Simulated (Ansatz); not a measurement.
## Amorphous Ti20O41Mg

The cell was made by melting and quenching with the CHGNet potential and then relaxed with DFT. O atoms were pushed apart under 1.9 Å during the dynamics, to hinder bonds among them. The hot cell started wider than the set density and was brought back towards it in steps. It is the lowest in DFT energy of 2 quenches. It is a model cell: composition and starting density were chosen by hand, and all elements were melted together. No dispersion term was used.

Methods: PBE, scalar-relativistic without spin-orbit coupling (Ansatz, a first-principles code); r2SCAN, scalar-relativistic without spin-orbit coupling (Ansatz); HSE06, scalar-relativistic without spin-orbit coupling (Ansatz). Geometry, pressure, stress and energy are those of the PBE run. Its sampling: a 2×2×2 Γ-centred mesh; Fermi-Dirac width 0.02 eV; no spin polarisation. Other functionals are single points at the zone centre (r2SCAN at 500 eV; exact exchange cut at the cell's faces), free to take moments where seeds were set. At PBE the levels at the filled edge of the gap are localised (band-tail or defect states).

- Number of atoms in the cell = 62
- Density (held, not predicted) = 3.58 g/cm^3
- Volume per atom = 12.24 Å³
- Pressure on a 2×2×2 Γ-centred mesh = 25.5 kbar
- Largest force and stress component on that mesh (the relaxation ran on the zone centre alone) = 0.13 eV/Å and 2.6 GPa
- Energy relative to anatase TiO2 + rock-salt MgO (lowest mix at this level among the phases computed, not always the ambient ones) = 0.128 eV/atom
- Level gap on a 2×2×2 Γ-centred mesh (PBE) = 2.58 eV
- Level gap at the zone centre (PBE) = 2.72 eV
- Level gap at the zone centre (r2SCAN) = 3.05 eV
- Level gap at the zone centre (HSE06) = 4.22 eV

Cut-offs for bonds: Ti-Ti 3.12 Å, Ti-O 2.48 Å, Ti-Mg 3.16 Å, O-O 1.58 Å, O-Mg 2.48 Å, Mg-Mg 3.19 Å. Two cations that share two anions don't count as bonded, nor two that share one unless they lie closer than Ti-Ti 3.04 Å, Ti-Mg 3.07 Å, Mg-Mg 3.10 Å.

```
Item                                                               Value
---------------------------------  -------------------------------------
Mean coordination of Ti by anions             5.45 (11 with 5, 9 with 6)
Mean coordination of O             2.78 (11 with 2, 28 with 3, 2 with 4)
Mean coordination of Mg by anions                        5.00 (1 with 5)
Mean Ti-O bond                     1.956 Å (spread 0.132 Å, 109 counted)
Mean O-Mg bond                       2.107 Å (spread 0.040 Å, 5 counted)
```

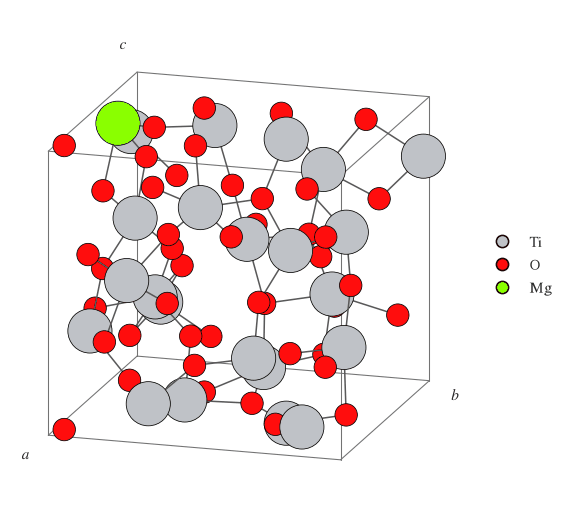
The relaxed cell

Its density started from a set value of 3.58 g/cm³. The quench (nominally 240 K/ps over its main leg) was far faster than any real one, so the model tends to hold more defects than a real film. A cell of this size samples the disorder only roughly. The volume was held where the preparation left it and the shape relaxed, at a PBE pressure of 2.5 GPa. Stress components on the final sampling reach 2.6 GPa. On a 2×2×2 Γ-centred mesh force components of up to 0.13 eV/Å stay, since the relaxation ran on the zone centre alone.
